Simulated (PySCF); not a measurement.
# C7H9ClO: the cost of one run

Programs: PySCF 2.14.0, with routines of our own; each step states its level. All values are computed. Atoms count from 0.

## 1. The starting structure

18 atoms, charge 1, multiplicity 2; geometry from: GFN2-xTB.

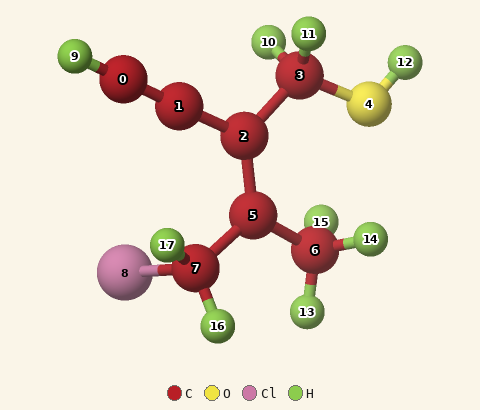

The starting geometry (carbon red, oxygen yellow, chlorine pink, hydrogen green).

## 2. Open-shell or spin-flip excitations: unrestricted TDDFT BHandHLYP/def2-SVP

The job: settings as JSON, then the geometry in Å.

```
{"job": {"kind": "uabs", "xc": "BHandHLYP", "basis": "def2-SVP", "nstates": 10, "tda": false}, "charge": 1, "multiplicity": 2}
C      0.969764     2.650565    -1.155316
C      0.746424     1.548346    -0.714210
C      0.514150     0.258913    -0.217131
C      1.686609    -0.660047    -0.335580
O      1.531633    -1.877120     0.314982
C     -0.722839    -0.066055     0.327998
C     -1.085732    -1.427637     0.730795
C     -1.756001     0.996234     0.462480
Cl    -2.541035     0.868148    -1.162798
H      1.157857     3.617209    -1.528547
H      1.849944    -0.814274    -1.422340
H      2.581875    -0.117904     0.015170
H      2.363563    -2.366372     0.318813
H     -2.135909    -1.505013     0.995090
H     -0.478270    -1.716129     1.596241
H     -0.828150    -2.164079    -0.031268
H     -2.502351     0.777761     1.223034
H     -1.360292     2.003772     0.570932
```

Method: unrestricted TDDFT BHandHLYP/def2-SVP, vertical, gas phase, core orbitals frozen in the response.

Run with:

```console
OMP_NUM_THREADS=1 python excited_run.py task.json out
```

This one command runs all jobs of the session in turn.

**Question.** How long does this first job take on 1 thread of Intel Xeon at 2.70GHz, shared host, and how much memory does it need?

About 2.6 min, with a peak of 0.72 GiB.
